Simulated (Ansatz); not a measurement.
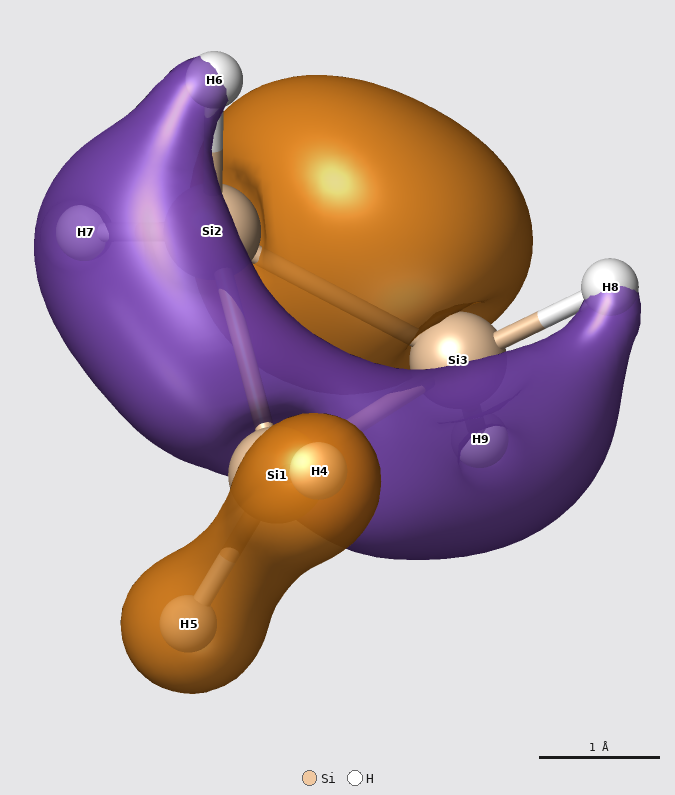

*H₆Si₃. The HOMO at ±0.1 Å⁻³ᐟ² (orange and purple are the two phases), seen at a tilt.*

Geometry: BLYP-D3(BJ)/def2-SVP.

Level of theory: isolated molecule in a Gaussian basis; Kohn-Sham density functional theory, functional PBE0 (Ansatz 0.2.0).

Input

```
crystal:
  periodic: [false, false, false]
  atoms:
    - {symbol: Si, position_ang: [-0.240537, -1.601512, 3.616967]}
    - {symbol: Si, position_ang: [-1.072052, 0.082572, 2.186763]}
    - {symbol: Si, position_ang: [0.435316, -1.533252, 1.356056]}
    - {symbol: H, position_ang: [0.751340, -1.218681, 4.672567]}
    - {symbol: H, position_ang: [-1.167499, -2.692814, 4.057914]}
    - {symbol: H, position_ang: [-0.588129, 1.487864, 2.375386]}
    - {symbol: H, position_ang: [-2.504997, 0.013751, 1.754838]}
    - {symbol: H, position_ang: [1.837766, -1.112372, 1.038883]}
    - {symbol: H, position_ang: [-0.083027, -2.582125, 0.420191]}
basis:
  gaussian: {orbitals: def2-TZVPD}
magnetization: {spin_polarized: false, initial_magnetization: 0}
hamiltonian: {xc: {name: PBE0}}
output: {forces: true, orbitals: {seedname: orbitals}}
```

Command:

```sh
ansatz run input.yaml --threads 2 --pin off --max-ram 4350MiB --events-out events.jsonl --progress --plain --runs-dir runs
```

> What is the character of this orbital?

Its weight (Hirshfeld) is mainly on Si2 (about 35 %), Si3 (about 35 %) and Si1 (about 15 %). It is one of a degenerate set, so its orientation is arbitrary. Its energy is −6.92 eV.
